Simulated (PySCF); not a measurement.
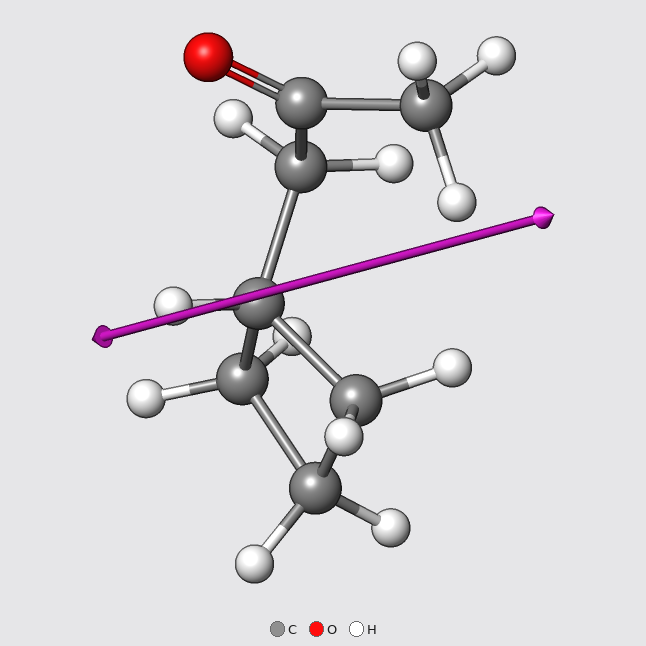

The double arrow shows the direction of the transition dipole to excited singlet state 2 (its length means nothing). The computed structure is the end point of a GFN2-xTB optimisation. No frequency run is at hand to confirm it as a minimum. Properties computed with TDDFT PBE0/def2-SVPD, vertical, gas phase, core orbitals frozen in the response (PySCF 2.14.0).

Question: Give its energy, strength and character.

Answer: 6.73 eV (184 nm), oscillator strength 0.031, mainly HOMO → LUMO+1 (weight 0.85); transition dipole 1.11 D.
